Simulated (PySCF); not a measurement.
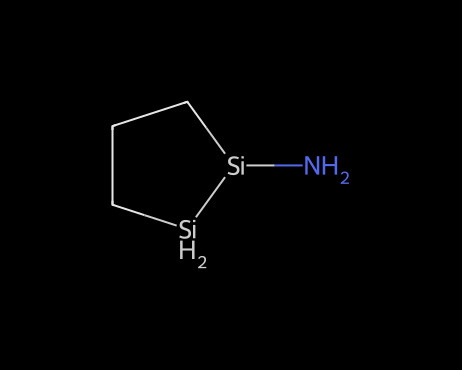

The species is neutral and a spin doublet. The geometry was computed by an optimisation with GFN2-xTB. No frequency run is at hand to confirm it as a minimum. Properties computed with UKS B3LYP, pcH-1 on C H N Si, non-relativistic (PySCF 2.14.0).

What does the calculation give?

The species is C₃H₁₀NSi₂ (`N[Si]1CCC[SiH2]1`).
- ⟨S²⟩ of the determinant: 0.753
- isotropic g value: 2.00313

The geometry is semi-empirical. Around Si such bond lengths and angles can be off by a tenth of an ångström or more and by several degrees, and values that hang on the shape move with them.
